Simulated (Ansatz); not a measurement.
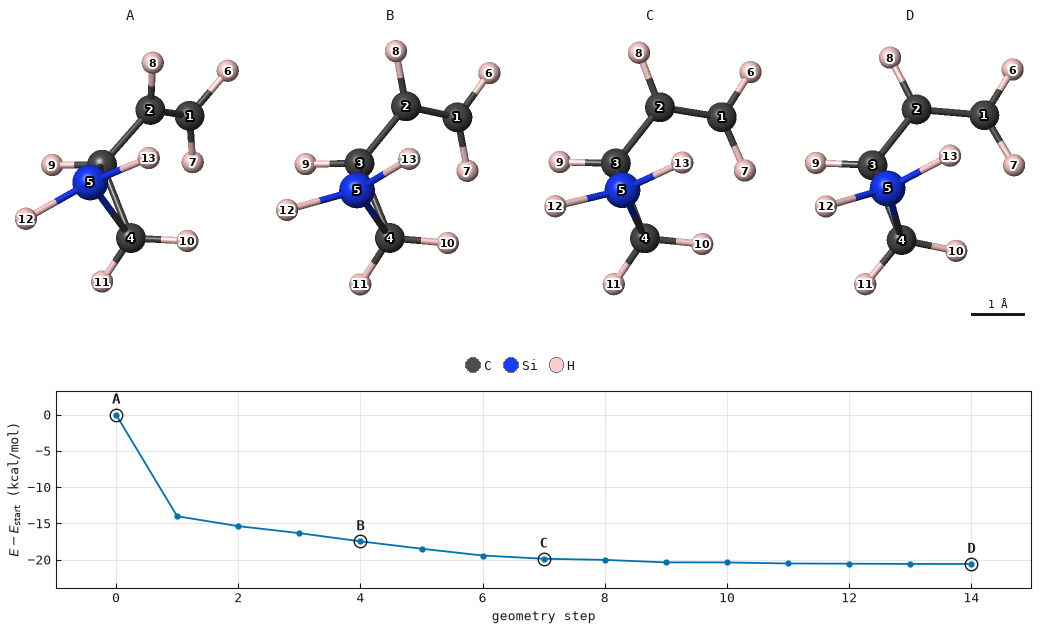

Frames of a relaxation of C₄H₈Si (coarse preliminary run), marked on the history of the run. Style: ball-and-stick. Shown from a free direction.

The start comes from a force field.

Computed with Ansatz, RKS PBE-D4/def2-SVP.

Input file:
```yaml
crystal:
  periodic: [false, false, false]
  atoms:
    - {symbol: C, position_ang: [-1.924900, 0.584000, -0.788400]}
    - {symbol: C, position_ang: [-1.231900, 0.166100, 0.212900]}
    - {symbol: C, position_ang: [-0.050600, -0.643600, 0.051100]}
    - {symbol: C, position_ang: [1.251300, -0.036100, -0.606500]}
    - {symbol: Si, position_ang: [1.406000, -0.368400, 1.204500]}
    - {symbol: H, position_ang: [-2.867000, 1.232100, -0.618900]}
    - {symbol: H, position_ang: [-1.673000, 0.429700, -1.827300]}
    - {symbol: H, position_ang: [-1.529100, 0.413700, 1.218000]}
    - {symbol: H, position_ang: [-0.211200, -1.679200, -0.075400]}
    - {symbol: H, position_ang: [1.173700, 1.002300, -0.849600]}
    - {symbol: H, position_ang: [1.764800, -0.677400, -1.225900]}
    - {symbol: H, position_ang: [2.432500, -1.425100, 1.414000]}
    - {symbol: H, position_ang: [1.479800, 0.967100, 1.906400]}
basis:
  gaussian: {orbitals: def2-SVP}
hamiltonian: {xc: pbe, dispersion: d4}
relax: {f_tol: 0.03, max_steps: 200}
```

Command:
```bash
ansatz run in.yaml --threads 4 --pin off --events-out ev --progress --plain --max-ram 10444MiB
```

### What happens along the run?

The largest move after the best rigid fit is that of H7, 1.37 Å. Largest moves by element: H 1.37 Å, C 0.52 Å, Si 0.35 Å. Among the contacts that change: C4–H11 1.029 → 1.103 Å, C1–C2 1.287 → 1.350 Å, C1–H6 1.156 → 1.100 Å, C3–H9 1.056 → 1.106 Å. Among the angles between lasting bonds that change: C4–Si5–H13 107.5° → 118.9°, C4–Si5–H12 108.9° → 119.0°, H10–C4–H11 120.3° → 112.5°. Groups turn about C2–C3 by about 65°. Over 14 geometry steps the energy falls by 20.6 kcal/mol. The largest force component goes from 3.8 to 0.0074 eV/Å. Cost: 20 s on 4 threads of Arm Neoverse V1 (shared host). From step 0 to 4: H8 moves most (0.47 Å), energy −17.5 kcal/mol. From step 4 to 7: H7 moves most (0.56 Å), energy −2.40 kcal/mol. From step 7 to 14: H7 moves most (0.42 Å), energy −0.71 kcal/mol.
